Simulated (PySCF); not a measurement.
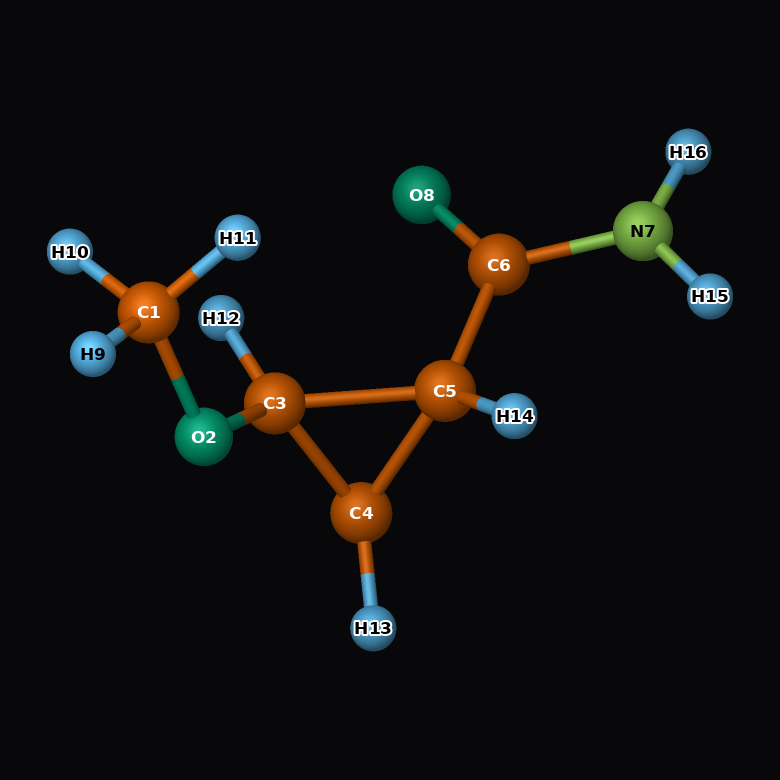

The species is neutral and a spin doublet. The computed structure is the end point of a GFN2-xTB optimisation. No frequency run is at hand to confirm it as a minimum. Level of theory: UKS B3LYP, pcH-1 on C H N O, non-relativistic (PySCF 2.14.0). Fermi-contact and spin-dipolar terms alone, no spin-orbit part.

Question: Which nucleus has the largest dipolar (anisotropic) hyperfine coupling?

Answer: 13C at C4: principal values −72.1, −69.4, 141.5 MHz.

List the isotropic and dipolar parts for the most strongly coupled nuclei, one of each equivalent set.

```csv
atom,isotope,a_iso (MHz),dipolar part (MHz)
C4,13C,297.1,"−72.1, −69.4, 141.5"
H13,1H,−19.6,"−32.3, −4.2, 36.6"
C5,13C,−17.5,"−8.4, −3.5, 11.8"
H12,1H,79.3,"−7.2, −2.8, 10.0"
C6,13C,46.0,"−4.7, −4.1, 8.9"
H14,1H,47.5,"−6.8, −1.5, 8.2"
O2,17O,−25.4,"−7.1, 2.5, 4.6"
C3,13C,−2.0,"−4.3, 1.5, 2.8"
```
